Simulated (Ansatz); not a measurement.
# A correction line for B3LYP-D4/def2-TZVPP: vertical ionisation energy

The vertical ionisation energy (cation less neutral) in eV of 7 molecular compounds of Ge: x at B3LYP-D4/def2-TZVPP, y at CCSD(T)/def2-TZVPP. Shapes, held fixed at every level: PBE0-D4/def2-TZVP. Flexible molecules stand in one conformer, not always the lowest. Programs: Ansatz 0.2.0.

```
                                 molecule  x (eV)  y (eV)
                              Ge(CH3)(OH)    8.98    8.95
              GeBr2 (SMILES [Br][Ge][Br])    9.83    9.83
                                  Ge(SH)F    9.94    9.89
GeSi2H6O2 (SMILES [SiH3][O][Ge][O][SiH3])    9.96   10.12
            CH4GeO2 (SMILES C[O][Ge][OH])   10.18       ?
                                 Ge(OH)Cl   10.47   10.43
                 GeF2 (SMILES [F][Ge][F])   11.74   11.64
```

Q: Fit y = c + s·x to the known rows and predict y for CH4GeO2.

A: 
1. Means of the 6 rows: x = 10.1533, y = 10.143.
2. Σ(Δx)² = 4.1819, Σ(Δx·Δy) = 4.0255, so the slope is 4.0255/4.1819 = 0.9626.
3. Intercept: 10.143 − (0.9626) × 10.1533 = 0.369. The largest residual of the fit is 0.16.
4. CH4GeO2: 0.369 + 0.9626 × 10.18 = 10.17 eV.

CCSD(T)/def2-TZVPP gives 10.20 eV, so the prediction is off by -0.03 eV, within the largest residual. Uncorrected, B3LYP-D4/def2-TZVPP misses CH4GeO2 by -0.02 eV, and the other rows by 0.06 on average. The line makes this one worse. Left out in turn, the other rows are missed by 0.09 eV on average, worse than no correction. Cations run unrestricted. Relativity is left out for Br, Ge. Outer-core shells of Br, Ge are correlated, in sets that cover them unevenly.

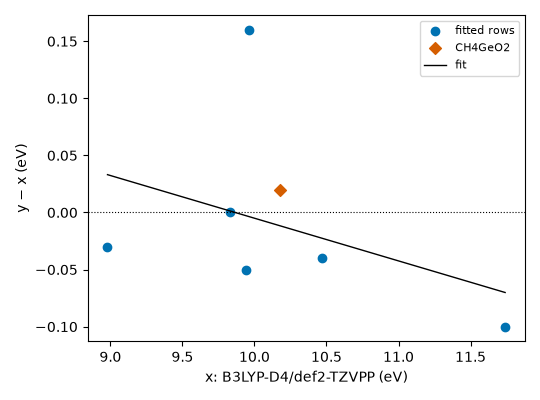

The correction y − x against x, with the fitted line and the withheld molecule.
